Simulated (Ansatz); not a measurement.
# BSiGeH (triplet): wave-function methods side by side at a displaced geometry (v2), cc-pVDZ

How much of the correlation energy of BSiGeH (triplet) does each wave-function method recover here?

Computed with Ansatz 0.2.0, Gaussian basis. Level: cc-pVDZ, core rule «outside noble gas», up to 20 orbitals frozen.

The runs, in order: UHF; CCSD(T) on ROHF; CCSD(T) on UHF; BCCD(T) on ROHF; CISD; CCSDT(Q) on ROHF; CCSDT(Q) on UHF.

21 further runs of the same task are left out: 9 that didn't finish, 12 set aside as unsound or not needed.

## (1) The system

The geometry is a PBE0/def2-TZVP stationary point (not a proven minimum) with its atoms shifted at random (size 0.100 Å). No spin-orbit coupling is included. The filled d shell of Ge may be among the frozen orbitals whatever the setting's name suggests; the logs give the count.

4 atoms, charge 0, spin multiplicity 3.

Atoms are counted from 1 here; the program's logs count them from 0.

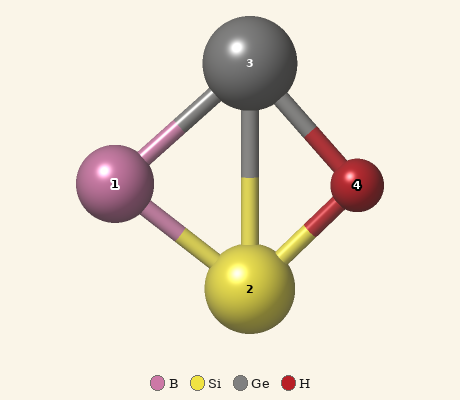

The structure; boron pink, silicon yellow, germanium grey, hydrogen red; atoms are numbered from 1 in the order of the file.

In the tables R marks a restricted open-shell determinant and U an unrestricted one; energies count from the table's Hartree-Fock row.

## (2) UHF

File in.yaml:

```yaml
crystal:
  periodic: [false, false, false]
  atoms:
    - {symbol: B, position_ang: [0.098152, 1.346262, 0.643535]}
    - {symbol: Si, position_ang: [-0.066722, -0.218131, 1.752123]}
    - {symbol: Ge, position_ang: [0.009899, -0.097021, -0.780472]}
    - {symbol: H, position_ang: [0.093007, -1.369648, 0.522806]}
basis:
  gaussian: {orbitals: cc-pVDZ}
magnetization: {spin_polarized: true, initial_magnetization: 2}
hamiltonian: {xc: hf}
output: {orbitals: {seedname: orbitals}}
```

Run with:

```console
ansatz run in.yaml --threads 1 --pin off --events-out ev --progress --plain --max-ram 2393MiB
```

Log:

```text
Functional definition: HF
  name "HF"
  cite "Fock, Z. Phys. 61, 126 (1930) doi:10.1007/BF01340294"
  parent pbe
  exchange = exact_x
  correlation = 0
690 factors; integrals over basis functions are off by at most 1.3e-3 eV
mean field evaluation 1: about -65016.8401 eV, gradient 8.1e0 eV
mean field evaluation 2: about -65016.8766 eV, gradient 8.1e0 eV
mean field evaluation 4: about -65018.2067 eV, gradient 2.6e0 eV
mean field evaluation 8: about -65018.4298 eV, gradient 3.3e-1 eV
mean field evaluation 16: about -65018.4414 eV, gradient 2.4e-5 eV
mean field evaluation 32: about -65018.4205 eV, gradient 2.0e-1 eV
mean field evaluation 64: about -65018.4282 eV, gradient 1.5e-1 eV
mean field evaluation 96: about -65018.4397 eV, gradient 8.3e-2 eV
mean field evaluation 128: about -65014.3544 eV, gradient 8.6e0 eV
mean field evaluation 160: about -65017.9022 eV, gradient 1.3e0 eV
mean field evaluation 192: about -65017.8414 eV, gradient 9.2e-1 eV
mean field evaluation 224: about -65018.4414 eV, gradient 4.6e-3 eV
mean field evaluation 256: about -65018.4414 eV, gradient 1.3e-5 eV
mean field -65018.44136287 eV, -2389.3836490029 hartree, gradient 7.2e-6 eV, S^2 2.110082; 3 other end points of the search recorded, 0 dependent functions left out
reference -65018.44136287 eV, -2389.3836490029 hartree; 27, 25 occupied and 37, 39 virtual orbitals, 690 factors
Total energy: -65018.44136287 eV, -2389.3836490029 hartree
```

Run time: 5.5 s. Hardware: 1 thread of Arm Neoverse V2, shared host.

From the report: ⟨S²⟩ of the determinant 2.110 (pure triplet: 2.00).

## (3) CCSD(T) on ROHF

in.yaml: that of step 2 with these lines changed.

```diff
@@ -9,4 +9,4 @@
   gaussian: {orbitals: cc-pVDZ}
-magnetization: {spin_polarized: true, initial_magnetization: 2}
-hamiltonian: {xc: hf}
-output: {orbitals: {seedname: orbitals}}
+magnetization: {spin_polarized: false, initial_magnetization: 2}
+correlation: {method: ccsd_t, electrons: outside_noble_gas}
+output: {forces: true}
```

Same command.

Log, shortened:

```text
Functional definition: HF
  name "HF"
  cite "Fock, Z. Phys. 61, 126 (1930) doi:10.1007/BF01340294"
  parent pbe
[...]
690 factors; integrals over basis functions are off by at most 1.3e-3 eV
[...]
mean field -65018.19376937 eV, -2389.3745501097 hartree, gradient 1.7e-6 eV, S^2 2.000000; 10 other end points of the search recorded, 0 dependent functions left out
[...]
determinant -65018.19376937 eV, -2389.3745501097 hartree, with singles and doubles -65025.52868537 eV, -2389.6441033009 hartree
determinant -65017.61822115 eV, -2389.3533991028 hartree, with singles and doubles -65024.56451547 eV, -2389.6086707106 hartree
determinant -65015.07719571 eV, -2389.2600181401 hartree, with singles and doubles -65022.63191300 eV, -2389.5376488797 hartree
20 core orbitals not correlated: weight in the atoms' cores, before any rotation towards them, 1.000 or more for the frozen orbitals, at most 0.000 for the correlated occupied ones
reference -65018.19376937 eV, -2389.3745501097 hartree; 7, 5 occupied and 37, 39 virtual orbitals, 690 factors
second order -6.41987930 eV of doubles, -0.09877394 eV of singles
cycle   1  -7.33467511 eV  change    2.4e-4 eV  update   2.0e-3
[...]
cycle  17  -7.33543340 eV  change    1.9e-7 eV  update   2.2e-7
perturbative correction -0.46698915 eV, -0.0171615346 hartree
[...]
Total energy: -65025.99619192 eV, -2389.6612838497 hartree
Atom 0 at     0.098152     1.346262     0.643535 Å, force     0.019890     0.525153    -0.134953 eV/Å
Atom 1 at    -0.066722    -0.218131     1.752123 Å, force     0.015264    -0.700292     0.594833 eV/Å
Atom 2 at     0.009899    -0.097021    -0.780472 Å, force     0.055673    -0.335583    -0.533198 eV/Å
Atom 3 at     0.093007    -1.369648     0.522806 Å, force    -0.090827     0.510722     0.073318 eV/Å
Dipole moment:    -0.024710    -0.217857    -0.094920 e Å
```

Run time: 18 s. Hardware: 1 thread of Arm Neoverse V2, shared host.

From the report: correlation -7.8024 eV; T1 0.035; largest double amplitude 0.09.

## (4) CCSD(T) on UHF

in.yaml: that of step 3 with these lines changed.

```diff
@@ -9,3 +9,3 @@
   gaussian: {orbitals: cc-pVDZ}
-magnetization: {spin_polarized: false, initial_magnetization: 2}
+magnetization: {spin_polarized: true, initial_magnetization: 2}
 correlation: {method: ccsd_t, electrons: outside_noble_gas}
```

Launched as before.

Log, shortened:

```text
Functional definition: HF
  name "HF"
  cite "Fock, Z. Phys. 61, 126 (1930) doi:10.1007/BF01340294"
  parent pbe
[...]
690 factors; integrals over basis functions are off by at most 1.3e-3 eV
[...]
mean field -65018.44136287 eV, -2389.3836490029 hartree, gradient 2.4e-6 eV, S^2 2.110082; 16 other end points of the search recorded, 0 dependent functions left out
determinant -65018.44136287 eV, -2389.3836490029 hartree, with singles and doubles -65025.53867538 eV, -2389.6444704269 hartree
determinant -65017.76892247 eV, -2389.3589372742 hartree, with singles and doubles -65024.55971529 eV, -2389.6084943074 hartree
determinant -65016.85700675 eV, -2389.3254249897 hartree, with singles and doubles -65023.91675504 eV, -2389.5848659539 hartree
determinant -65016.33634882 eV, -2389.3062911634 hartree, with singles and doubles -65022.68580286 eV, -2389.5396292955 hartree
[...]
20 core orbitals not correlated: weight in the atoms' cores, before any rotation towards them, 1.000 or more for the frozen orbitals, at most 0.000 for the correlated occupied ones
reference -65018.44136287 eV, -2389.3836490029 hartree; 7, 5 occupied and 37, 39 virtual orbitals, 690 factors
second order -6.18223882 eV of doubles, -0.00000000 eV of singles
cycle   1  -7.09742649 eV  change   -1.1e-4 eV  update   2.1e-3
[...]
cycle  20  -7.09879113 eV  change   -8.9e-8 eV  update   9.9e-8
perturbative correction -0.45170561 eV, -0.0165998750 hartree
[...]
Total energy: -65025.99185961 eV, -2389.6611246403 hartree
Atom 0 at     0.098152     1.346262     0.643535 Å, force     0.019422     0.516295    -0.147133 eV/Å
Atom 1 at    -0.066722    -0.218131     1.752123 Å, force     0.015098    -0.703059     0.597587 eV/Å
Atom 2 at     0.009899    -0.097021    -0.780472 Å, force     0.056601    -0.327420    -0.521569 eV/Å
Atom 3 at     0.093007    -1.369648     0.522806 Å, force    -0.091121     0.514184     0.071115 eV/Å
Dipole moment:    -0.024800    -0.216607    -0.097766 e Å
```

It took 29 s on 1 thread of Arm Neoverse V2, shared host.

From the report: ⟨S²⟩ of the determinant 2.110 (pure triplet: 2.00); correlation -7.5505 eV; T1 0.034; largest double amplitude 0.09.

## (5) BCCD(T) on ROHF

in.yaml: that of step 4 with these lines changed.

```diff
@@ -9,4 +9,3 @@
   gaussian: {orbitals: cc-pVDZ}
-magnetization: {spin_polarized: true, initial_magnetization: 2}
-correlation: {method: ccsd_t, electrons: outside_noble_gas}
-output: {forces: true}
+magnetization: {spin_polarized: false, initial_magnetization: 2}
+correlation: {method: bccd_t, electrons: outside_noble_gas}
```

The command is unchanged.

Log, shortened:

```text
Functional definition: HF
  name "HF"
  cite "Fock, Z. Phys. 61, 126 (1930) doi:10.1007/BF01340294"
  parent pbe
[...]
690 factors; integrals over basis functions are off by at most 1.3e-3 eV
[...]
mean field -65018.19376937 eV, -2389.3745501097 hartree, gradient 1.7e-6 eV, S^2 2.000000; 10 other end points of the search recorded, 0 dependent functions left out
[...]
determinant -65018.19376937 eV, -2389.3745501097 hartree, with singles and doubles -65025.52868537 eV, -2389.6441033009 hartree
determinant -65017.61822115 eV, -2389.3533991028 hartree, with singles and doubles -65024.56451547 eV, -2389.6086707106 hartree
determinant -65015.07719571 eV, -2389.2600181401 hartree, with singles and doubles -65022.63191300 eV, -2389.5376488797 hartree
20 core orbitals not correlated: weight in the atoms' cores, before any rotation towards them, 1.000 or more for the frozen orbitals, at most 0.000 for the correlated occupied ones
reference -65018.19376937 eV, -2389.3745501097 hartree; 7, 5 occupied and 37, 39 virtual orbitals, 690 factors
second order -6.41987930 eV of doubles, -0.09877394 eV of singles
cycle   1  -7.31547049 eV  change    1.9e-2 eV  update   1.2e-2
[...]
cycle  12  -7.31679323 eV  change    7.5e-6 eV  update   1.2e-5
perturbative correction -0.49096434 eV, -0.0180426066 hartree
Total energy: -65026.00152694 eV, -2389.6614799082 hartree
```

Wall time 14 s (1 thread of Arm Neoverse V2, shared host).

From the report: correlation -7.8078 eV; largest double amplitude 0.09.

## (6) CISD

in.yaml: that of step 5 with these lines changed.

```diff
@@ -10,2 +10,2 @@
 magnetization: {spin_polarized: false, initial_magnetization: 2}
-correlation: {method: bccd_t, electrons: outside_noble_gas}
+correlation: {active_space: {ras: {orbitals: [5, 2, 37], electrons: 12, max_holes: 2, max_particles: 2}, fixed_orbitals: true}}
```

Same command.

Log:

```text
Functional definition: HF
  name "HF"
  cite "Fock, Z. Phys. 61, 126 (1930) doi:10.1007/BF01340294"
  parent pbe
  exchange = exact_x
  correlation = 0
690 factors; integrals over basis functions are off by at most 1.3e-3 eV
mean field evaluation 1: about -65016.8087 eV, gradient 9.1e0 eV
mean field evaluation 2: about -65016.8435 eV, gradient 9.1e0 eV
mean field evaluation 4: about -65018.0442 eV, gradient 3.1e0 eV
mean field evaluation 8: about -65018.1901 eV, gradient 3.3e-1 eV
mean field evaluation 16: about -65018.1938 eV, gradient 1.7e-6 eV
mean field evaluation 32: about -65016.4406 eV, gradient 3.6e0 eV
mean field evaluation 64: about -65017.5713 eV, gradient 7.0e0 eV
mean field -65018.19376937 eV, -2389.3745501097 hartree, gradient 1.7e-6 eV, S^2 2.000000; 8 other end points of the search recorded, 0 dependent functions left out
reference -65018.19376937 eV, -2389.3745501097 hartree; 27, 25 occupied and 37, 39 virtual orbitals, 690 factors
state -65024.70172233 eV, -2389.6137129699 hartree
Total energy: -65024.70172233 eV, -2389.6137129699 hartree
```

It took 6.5 s on 1 thread of Arm Neoverse V2, shared host.

From the report: 300,156 determinants.

## (7) CCSDT(Q) on ROHF

in.yaml: that of step 6 with these lines changed.

```diff
@@ -10,2 +10,2 @@
 magnetization: {spin_polarized: false, initial_magnetization: 2}
-correlation: {active_space: {ras: {orbitals: [5, 2, 37], electrons: 12, max_holes: 2, max_particles: 2}, fixed_orbitals: true}}
+correlation: {method: ccsdt_q, electrons: outside_noble_gas}
```

Same command.

Log, shortened:

```text
Functional definition: HF
  name "HF"
  cite "Fock, Z. Phys. 61, 126 (1930) doi:10.1007/BF01340294"
  parent pbe
[...]
1281 factors; integrals over basis functions are off by at most 1.8e-7 eV
[...]
mean field -65018.19388332 eV, -2389.3745542972 hartree, gradient 1.6e-6 eV, S^2 2.000000; 10 other end points of the search recorded, 0 dependent functions left out
[...]
determinant -65018.19388332 eV, -2389.3745542972 hartree, with singles and doubles -65025.52880191 eV, -2389.6441075836 hartree
determinant -65017.61833077 eV, -2389.3534031311 hartree, with singles and doubles -65024.56463230 eV, -2389.6086750042 hartree
determinant -65015.07731748 eV, -2389.2600226151 hartree, with singles and doubles -65022.63203911 eV, -2389.5376535144 hartree
20 core orbitals not correlated: weight in the atoms' cores, before any rotation towards them, 1.000 or more for the frozen orbitals, at most 0.000 for the correlated occupied ones
reference -65018.19388332 eV, -2389.3745542972 hartree; 7, 5 occupied and 37, 39 virtual orbitals, 1281 factors
second order -6.41990887 eV of doubles, -0.09877392 eV of singles
cycle   1  -6.93577788 eV  change   -4.1e-1 eV  update   1.3e-1
[...]
cycle  23  -7.84555772 eV  change   -5.0e-7 eV  update   1.1e-6
perturbative correction -0.04546209 eV, -0.0016707010 hartree
Total energy: -65026.08490312 eV, -2389.6645439264 hartree
```

Wall time 2.2 min (1 thread of Arm Neoverse V2, shared host); peak memory 0.82 GiB.

From the report: correlation -7.8910 eV; T1 0.037; largest double amplitude 0.10.

## (8) CCSDT(Q) on UHF

in.yaml: that of step 7 with these lines changed.

```diff
@@ -9,3 +9,3 @@
   gaussian: {orbitals: cc-pVDZ}
-magnetization: {spin_polarized: false, initial_magnetization: 2}
+magnetization: {spin_polarized: true, initial_magnetization: 2}
 correlation: {method: ccsdt_q, electrons: outside_noble_gas}
```

The command is unchanged.

Log, shortened:

```text
Functional definition: HF
  name "HF"
  cite "Fock, Z. Phys. 61, 126 (1930) doi:10.1007/BF01340294"
  parent pbe
[...]
1281 factors; integrals over basis functions are off by at most 1.8e-7 eV
[...]
mean field -65018.44147741 eV, -2389.3836532124 hartree, gradient 2.6e-6 eV, S^2 2.110084; 17 other end points of the search recorded, 0 dependent functions left out
determinant -65018.44147741 eV, -2389.3836532124 hartree, with singles and doubles -65025.53879169 eV, -2389.6444747014 hartree
determinant -65017.76903390 eV, -2389.3589413691 hartree, with singles and doubles -65024.55983089 eV, -2389.6084985557 hartree
determinant -65016.85711307 eV, -2389.3254288968 hartree, with singles and doubles -65023.91685767 eV, -2389.5848697255 hartree
determinant -65016.33646865 eV, -2389.3062955673 hartree, with singles and doubles -65022.68592479 eV, -2389.5396337767 hartree
[...]
determinant -65016.15985074 eV, -2389.2998049788 hartree, with singles and doubles -65022.55886827 eV, -2389.5349645354 hartree
determinant -65015.80069961 eV, -2389.2866064183 hartree, with singles and doubles -65022.40707152 eV, -2389.5293861077 hartree
determinant -65015.13361473 eV, -2389.2620915011 hartree, with singles and doubles -65022.64803422 eV, -2389.5382413237 hartree
20 core orbitals not correlated: weight in the atoms' cores, before any rotation towards them, 1.000 or more for the frozen orbitals, at most 0.000 for the correlated occupied ones
reference -65018.44147741 eV, -2389.3836532124 hartree; 7, 5 occupied and 37, 39 virtual orbitals, 1281 factors
second order -6.18226483 eV of doubles, -0.00000000 eV of singles
cycle   1  -6.67188706 eV  change   -4.9e-1 eV  update   1.3e-1
[...]
cycle  24  -7.60087943 eV  change    2.6e-8 eV  update   1.1e-6
perturbative correction -0.04633932 eV, -0.0017029387 hartree
Total energy: -65026.08869617 eV, -2389.6646833182 hartree
```

It took 2.4 min on 1 thread of Arm Neoverse V2, shared host; peak memory 0.69 GiB.

From the report: ⟨S²⟩ of the determinant 2.110 (pure triplet: 2.00); correlation -7.6472 eV; T1 0.038; largest double amplitude 0.10.

## (9) Misses and costs

The yardstick is UCCSDT(Q), where the cluster series has nearly closed. Rows without a time come out of other runs: HF, MP2 and CCSD of CCSD(T), CCSDT of CCSDT(Q). The times of RCCSD(T), UCCSD(T) include forces.

Differences are taken before rounding.

```csv
method,energy from the lowest RHF (kJ/mol),from UCCSDT(Q) (kJ/mol),time
RHF,0.0,+761.7,
UHF,-23.9,+737.9,
RMP2,-629.0,+132.8,
UMP2,-620.4,+141.4,
CISD,-627.9,+133.8,6.5 s
RCCSD,-707.8,+54.0,
UCCSD,-708.8,+52.9,
RCCSD(T),-752.8,+8.9,18 s
UCCSD(T),-752.4,+9.3,29 s
BCCD(T),-753.3,+8.4,14 s
RCCSDT,-757.0,+4.8,
UCCSDT,-757.3,+4.5,
RCCSDT(Q),-761.4,+0.4,2.2 min
UCCSDT(Q),-761.7,0,2.4 min
```

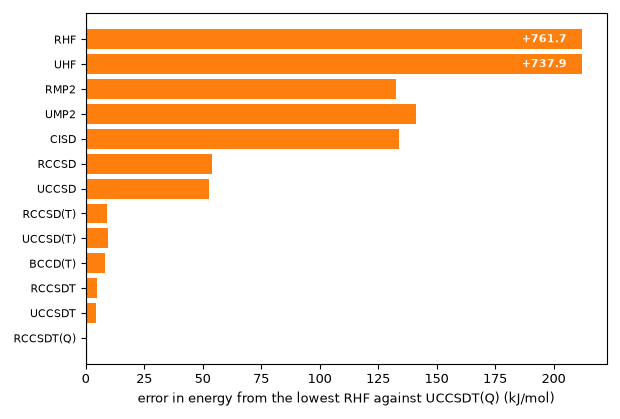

How far each level lands from UCCSDT(Q). Bars with a number in them are cut short.

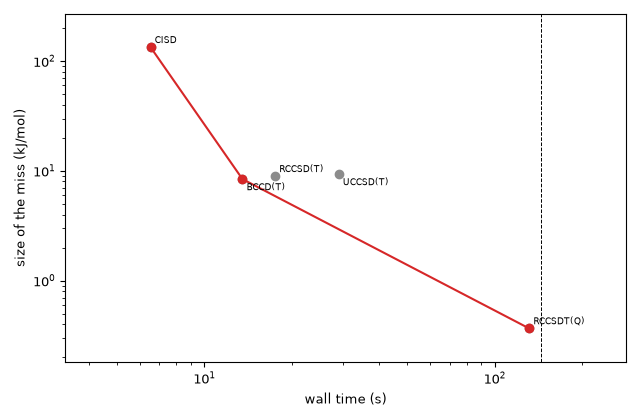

Accuracy for the time spent; red marks the levels that beat every quicker one drawn (of those quicker than the yardstick), and the dashed line is the time of UCCSDT(Q). Times are from a shared host.

## (10) What came out

| quantity | value |
| --- | --- |
| UCCSDT(Q) below the RHF energy | -7.8949 eV |
| RMP2 from UCCSDT(Q) | +132.8 kJ/mol |
| UMP2 from UCCSDT(Q) | +141.4 kJ/mol |
| RCCSD from UCCSDT(Q) | +54.0 kJ/mol |
| RCCSD(T) from UCCSDT(Q) | +8.9 kJ/mol |
| UCCSD(T) from UCCSDT(Q) | +9.3 kJ/mol |
| RCCSDT(Q) from UCCSDT(Q) | +0.4 kJ/mol |
| levels within 1 kcal/mol (43 meV) | RCCSDT(Q) |
| T1 diagnostic | 0.035 |

In words: RCCSD(T) misses by +8.9 kJ/mol, 1.2 % of the correlation energy. These misses are within one basis, not against nature; the frozen cores of restricted and unrestricted runs differ, which can shift their rows.

RCCSDT(Q) reaches 0.4 kJ/mol from the reference in 2.2 min, where UCCSDT(Q) took 2.4 min; the quickest level in the cost chart, CISD, takes 6.5 s and misses by 133.8 kJ/mol.
